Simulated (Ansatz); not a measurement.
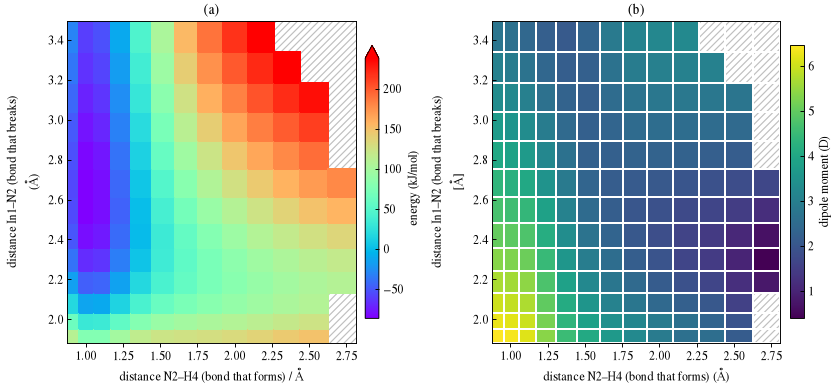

The reacting system CH5ClInN (fragments CH₄InN + ClH where the first distance is long, ClIn + CH₅N where the second is long). First axis: distance N2–H4 (bond that forms). Second axis: distance In1–N2 (bond that breaks). Relaxed at each point: all other coordinates. Grid: 13 × 13 points. At 11 points there is no value. Points are written as (first, second). Energies are in kJ/mol, from a guessed transition structure relaxed with its forming and breaking bonds held. The reference is spin-restricted, so regions where a bond is pulled apart into radicals lie too high. These are results of RKS PBE-D4/def2-SVP in Ansatz, not measurements.

Panel (a) is the energy; panel (b) is the computed dipole moment, in D.

The picture shows one coloured cell a grid point, one colour for all values above the top of the scale, hatched blanks where no value was computed.

Question: How does the dipole moment vary over the map, and what is it at the lowest grid point?

Answer: Leaving out the highest fifth of the energies, it runs from 0.4 D at (2.718 Å, 2.297 Å) to 6.5 D at (0.918 Å, 1.917 Å). At the lowest grid point, (0.999 Å, 2.682 Å), it is 4.2 D.

| second ↓, first → | 0.918 | 0.999 | 1.110 | 1.236 | 1.374 | 1.521 | 1.675 | 1.836 | 2.002 | 2.174 | 2.351 | 2.532 | 2.718 |
| --- | --- | --- | --- | --- | --- | --- | --- | --- | --- | --- | --- | --- | --- |
| 3.417 | 2.7 | 2.6 | 2.4 | 2.2 | 2.1 | 2.3 | 2.9 | 3.1 | 3.2 | 3.2 | – | – | – |
| 3.262 | 3.0 | 2.9 | 2.7 | 2.4 | 2.2 | 2.2 | 2.7 | 2.9 | 3.0 | 3.0 | 3.0 | – | – |
| 3.111 | 3.3 | 3.2 | 3.0 | 2.6 | 2.3 | 2.2 | 2.5 | 2.7 | 2.8 | 2.8 | 2.8 | 2.7 | – |
| 2.964 | 3.7 | 3.5 | 3.3 | 2.9 | 2.5 | 2.2 | 2.4 | 2.5 | 2.5 | 2.5 | 2.5 | 2.5 | – |
| 2.821 | 4.0 | 3.9 | 3.7 | 3.2 | 2.7 | 2.3 | 2.2 | 2.3 | 2.3 | 2.3 | 2.2 | 2.1 | – |
| 2.682 | 4.3 | 4.2 | 4.0 | 3.5 | 2.9 | 2.3 | 2.2 | 2.1 | 2.1 | 2.0 | 1.9 | 1.8 | 1.7 |
| 2.548 | 4.7 | 4.6 | 4.4 | 3.9 | 3.1 | 2.5 | 2.2 | 2.0 | 1.9 | 1.8 | 1.6 | 1.5 | 1.2 |
| 2.419 | 5.0 | 4.9 | 4.8 | 4.2 | 3.3 | 2.7 | 2.3 | 2.0 | 1.8 | 1.6 | 1.4 | 1.1 | 0.7 |
| 2.297 | 5.4 | 5.3 | 5.1 | 4.5 | 3.6 | 2.9 | 2.5 | 2.2 | 2.0 | 1.6 | 1.4 | 1.0 | 0.4 |
| 2.182 | 5.7 | 5.6 | 5.4 | 4.7 | 3.8 | 3.2 | 2.8 | 2.5 | 2.1 | 1.9 | 1.6 | 1.2 | 0.8 |
| 2.077 | 6.0 | 5.9 | 5.7 | 5.0 | 4.1 | 3.6 | 3.1 | 2.8 | 2.4 | 2.2 | 2.0 | 1.6 | – |
| 1.984 | 6.3 | 6.2 | 6.0 | 5.2 | 4.3 | 3.8 | 3.4 | 3.2 | 2.9 | 2.6 | 2.3 | 2.0 | – |
| 1.917 | 6.5 | 6.4 | 6.2 | 5.4 | 4.5 | 4.0 | 3.6 | 3.2 | 2.9 | 2.6 | 2.6 | 2.1 | – |
